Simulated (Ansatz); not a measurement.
Partial pair distribution functions of a relaxed model of amorphous Ge12Sb12Te28C4, broadened by 0.06 Å; density 5.94 g/cm³. These are PBE-D3(BJ), scalar-relativistic without spin-orbit coupling, PAW (Ansatz default set, large-core Te) (plane waves to 420 eV; Ansatz, a first-principles code) values and carry that method's errors.

A CHGNet melt-quench gave the starting glass, which DFT then relaxed. It is a model cell: composition and starting density were chosen by hand, and all elements were melted together. The geometry includes D3(BJ) dispersion. Its density started from a set value of 5.61 and ended at 5.94 g/cm³. The simulated quench (nominally 340 K/ps over its main leg) is rapid and tends to freeze in more defects than a deposited or slowly cooled glass has. Values belong to this one cell and scatter from quench to quench. The volume was free in the relaxation, at fixed shape. Stress components on the final sampling reach 0.5 GPa. On a 2×2×2 Γ-centred mesh force components of up to 0.14 eV/Å stay, since the relaxation ran on one k-point at (1/4, 1/4, 1/4).

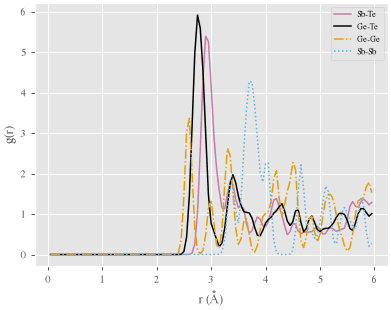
Fig. 1. Partial pair distribution functions

Highest peaks under 4.5 Å: Sb-Te near 2.90 Å, Ge-Te near 2.75 Å, Ge-Ge near 2.60 Å, Sb-Sb near 3.70 Å; pairs of few atoms are noisy.

Within 3.22 Å each Sb has 2.83 Te neighbours on average.
